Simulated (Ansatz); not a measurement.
**One shape, several levels: CH4Si (SMILES C=[SiH2])**

We compute a comparison of 6 runs (BHLYP/STO-3G, HSE06/STO-3G, PBE0/STO-3G, SVWN5/STO-3G, CCSD/STO-3G, FCI/STO-3G) of CH4Si. 

Program for the calculation: Ansatz 0.2.0.

43 further runs of the same task are left out: 43 set aside as unsound or not needed.

### Step 1. The molecule

CH4Si has 6 atoms, charge 0, and is taken as a singlet. SMILES: `C=[SiH2]`. The H6–Si2 distance was set to 2.916 Å, away from the relaxed value. At this shape a bond of the SMILES string is far longer than usual.

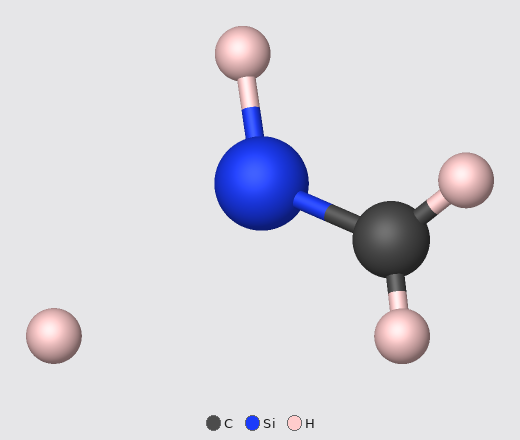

Viewed from a chosen angle; carbon dark grey, silicon blue, hydrogen pink.

### Step 2. A single-point energy at BHLYP/STO-3G (run 1)

Contents of molecule.yaml:

```yaml
crystal:
  periodic: [false, false, false]
  atoms:
    - {symbol: C, position_ang: [-1.673322, -1.179622, 0.658491]}
    - {symbol: Si, position_ang: [-0.323362, -0.180702, 1.141851]}
    - {symbol: H, position_ang: [-2.343142, -1.629072, 1.371721]}
    - {symbol: H, position_ang: [-1.897552, -1.390622, -0.373149]}
    - {symbol: H, position_ang: [0.018348, 0.133508, 2.524341]}
    - {symbol: H, position_ang: [1.545870, 1.084200, -0.705300]}
basis:
  gaussian:
    orbitals: STO-3G
hamiltonian:
  xc: {name: BHLYP}
total_charge: 0
accuracy: high
```

On the command line:

```console
$ ansatz run molecule.yaml --threads 1 --pin off --max-ram 2610MiB --events-out events.jsonl --progress --plain --runs-dir runs
```

Log:

```text
Warning: RAYON_NUM_THREADS=1 ignored (pool sized by the plan → 1); use --threads N
Functional definition: BHLYP
  name "BHLYP"
  parameter a = 0.5
  exchange = (1 - a)*b88_x + a*exact_x
  correlation = lyp_c
308 factors; integrals over basis functions are off by at most 5.3e-9 eV
mean field evaluation 1: about -8859.4155 eV, gradient 2.9e1 eV
mean field evaluation 2: about -8849.7687 eV, gradient 4.7e1 eV
mean field evaluation 4: about -8865.1485 eV, gradient 5.2e0 eV
mean field evaluation 8: about -8865.2982 eV, gradient 7.0e-2 eV
mean field evaluation 16: about -8865.2982 eV, gradient 5.9e-7 eV
mean field -8865.29819065 eV, -325.7936993916 hartree, gradient 1.9e-8 eV, S^2 0.000000; 0 other end points of the search recorded, 0 dependent functions left out
reference -8865.29821163 eV, -325.7937001624 hartree; 12, 12 occupied and 6, 6 virtual orbitals, 308 factors
Total energy: -8865.29821163 eV, -325.7937001624 hartree
```

Run time: 1.1 s. Hardware: 1 thread of Arm Neoverse V1, shared host; peak memory 0.093 GiB.

### Step 3. A single-point energy at HSE06/STO-3G (run 2)

Contents of input.yaml:

```yaml
crystal:
  periodic: [false, false, false]
  atoms:
    - {symbol: C, position_ang: [-1.673322, -1.179622, 0.658491]}
    - {symbol: Si, position_ang: [-0.323362, -0.180702, 1.141851]}
    - {symbol: H, position_ang: [-2.343142, -1.629072, 1.371721]}
    - {symbol: H, position_ang: [-1.897552, -1.390622, -0.373149]}
    - {symbol: H, position_ang: [0.018348, 0.133508, 2.524341]}
    - {symbol: H, position_ang: [1.545870, 1.084200, -0.705300]}
basis:
  gaussian: {orbitals: STO-3G}
hamiltonian: {xc: hse06}
accuracy: high
```

On the command line:

```console
$ ansatz run input.yaml --threads 1 --pin off --max-ram 2610MiB --events-out events.jsonl --progress --plain --runs-dir runs
```

Log:

```text
Warning: RAYON_NUM_THREADS=1 ignored (pool sized by the plan → 1); use --threads N
Functional definition: HSE06
  name "HSE06"
  parameter a = 0.25
  parameter omega = 0.11/bohr
  exchange = pbe_x - a*pbe_x_sr(omega) + a*exact_x_sr(omega)
  correlation = pbe_c
308 factors; integrals over basis functions are off by at most 5.3e-9 eV
64 factors; integrals over basis functions are off by at most 6.8e-10 eV
mean field evaluation 1: about -8854.6489 eV, gradient 3.4e1 eV
mean field evaluation 2: about -8834.3205 eV, gradient 6.2e1 eV
mean field evaluation 4: about -8858.2617 eV, gradient 1.9e1 eV
mean field evaluation 8: about -8862.0145 eV, gradient 9.5e-1 eV
mean field evaluation 16: about -8861.9615 eV, gradient 8.5e-4 eV
mean field -8861.96147632 eV, -325.6710774014 hartree, gradient 3.2e-8 eV, S^2 0.000000; 0 other end points of the search recorded, 0 dependent functions left out
reference -8861.96147846 eV, -325.6710774803 hartree; 12, 12 occupied and 6, 6 virtual orbitals, 308 factors
Total energy: -8861.96147846 eV, -325.6710774803 hartree
```

Wall time 1.4 s (1 thread of Arm Neoverse V1, shared host); peak memory 0.093 GiB.

Runs 3 to 5 aren't shown in full; the table further down has their settings and results.

### Step 4. A single-point energy at FCI/STO-3G (run 6)

input.yaml: that of step 3 with these lines changed.

```diff
@@ -1 +1,3 @@
+basis:
+  gaussian: {orbitals: STO-3G}
 crystal:
@@ -9,5 +11,4 @@
     - {symbol: H, position_ang: [1.545870, 1.084200, -0.705300]}
-basis:
-  gaussian: {orbitals: STO-3G}
-hamiltonian: {xc: hse06}
+total_charge: 0
+correlation: {method: fci, frozen_orbitals: {C: 1, H: 0, Si: 5}}
 accuracy: high
```

On the command line:

```console
$ ansatz run input.yaml --threads 1 --pin off --max-ram 2610MiB --events-out events.jsonl --progress --plain --runs-dir runs
```

Log (excerpt; [...] marks lines left out):

```text
Warning: RAYON_NUM_THREADS=1 ignored (pool sized by the plan → 1); use --threads N
Functional definition: HF
  name "HF"
[...]
308 factors; integrals over basis functions are off by at most 5.3e-9 eV
[...]
mean field -8841.61220006 eV, -324.9232552923 hartree, gradient 3.5e-8 eV, S^2 0.000000; 2 other end points of the search recorded, 0 dependent functions left out; unrestricted orbitals would lower it
[...]
unrestricted determinant -8846.11059652 eV, -325.0885683132 hartree, S^2 1.6335
6 core orbitals not correlated: weight in the atoms' cores, before any rotation towards them, 1.000 or more for the frozen orbitals, at most 0.000 for the correlated occupied ones
reference -8841.61220006 eV, -324.9232552923 hartree; 6, 6 occupied and 6, 6 virtual orbitals, 308 factors
state -8849.48103646 eV, -325.2124296960 hartree
Total energy: -8849.48103646 eV, -325.2124296960 hartree
```

It took 5.4 s on 1 thread of Arm Neoverse V1, shared host; peak memory 0.13 GiB.

### Step 5. Overview of the runs

| run | level | frozen core orbitals | energy (Eh) | wall time |
| --- | --- | --- | --- | --- |
| 1 | BHLYP/STO-3G | – | -325.793700 | 1.1 s |
| 2 | HSE06/STO-3G | – | -325.671077 | 1.4 s |
| 3 | PBE0/STO-3G | – | -325.679095 | 1.1 s |
| 4 | SVWN5/STO-3G | – | -324.281449 | 0.77 s |
| 5 | CCSD/STO-3G | 6 | -325.205091 | 0.18 s |
| 6 | FCI/STO-3G | 6 | -325.212430 | 5.4 s |

### Step 6. Results

| quantity | value |
| --- | --- |
| run 6: total energy | -325.21243 Eh |
| run 6: correlation energy (6 core orbitals frozen) | -289.2 mEh |

In words: Against full CI in this basis: CCSD +7.3 mEh. Totals of different functionals can't be ranked against each other. In run 5 the log says that unrestricted orbitals would lower the reference, so the values rest on an unstable closed-shell determinant (other closed-shell runs at this shape may share the fault). In runs 1, 2, 3, 4, 5, 6 the basis is minimal, so the values are rough. In runs 1, 2, 3, 4, 5 a closed-shell determinant meets a far-stretched bond, which it describes badly. All runs together took 9.9 s, the longest 5.4 s.
